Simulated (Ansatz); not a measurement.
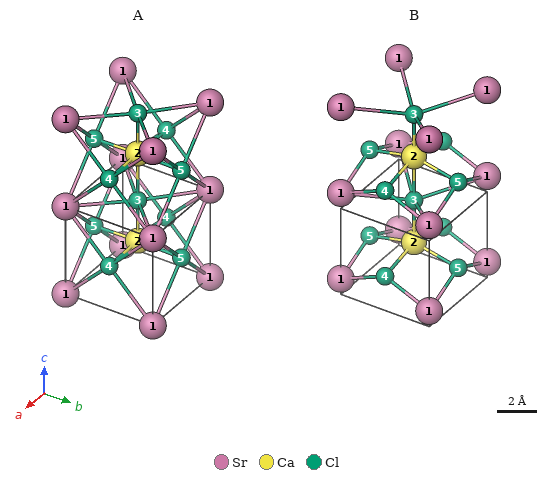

Two geometries of crystalline SrCaCl₃ (a generated structure, set up in P4mm), drawn at one scale. One is the start of a relaxation, the other its converged end. The picture is a ball-and-stick view of the cell of the calculation, repeated 1 × 1 × 2 with one cell outlined, seen from a free direction.

These are results of Ansatz 0.2.0, DFT, PAW plane waves, r2SCAN, not measurements. Set-up: plane-wave cutoff 500 eV; k-point mesh 6 × 6 × 6; occupations methfessel paxton; smearing width 0.0117 eV; no spin polarisation; cell and atoms relaxed; at most 80 steps.

> Which of the two is the end point?

Structure B is the relaxed one. The start is a swapped structure. The energy falls by 138 meV per atom in 11 accepted moves (12 points after the start). Largest force component: 1.1 eV/Å at the start, 0.0022 eV/Å at the end. Pressure: −0.08 GPa at the start and 0.01 GPa at the end. The SCF was repeated once at an unchanged geometry on a basis and grid sized afresh for the cell, which shifted the energy by less than 0.05 meV per atom at most. The largest move relative to the cell is that of Sr1, 0.98 Å along +c. By element the largest moves are Sr 0.98 Å, Cl 0.55 Å, Ca 0.02 Å. The volume changes by +1.0 %, with a = b 5.422 → 5.494 Å (+1.3 %), c 5.453 → 5.364 Å (−1.6 %). Near-neighbour distances that change, for instance: Sr1–Cl4 3.845 → 5.022 Å, Sr1–Cl4 (another image) 3.845 → 2.982 Å, Ca2–Cl3 2.933 → 2.738 Å, Sr1–Cl3 3.837 → 4.008 Å. Among the angles between lasting bonds that change: Ca2–Cl4–Ca2 177.2° → 155.6°, Cl4–Ca2–Cl4 177.2° → 155.6°, Cl3–Ca2–Cl4 91.4° → 102.2°. The space group stays P4mm (No. 99). Cost: 9.7 min on 2 threads of Arm Neoverse N1, on a shared host, peak memory 0.79 GiB.

Limits of the set-up: an odd number of electrons was run without spin polarisation, which fails if the electron would localise.
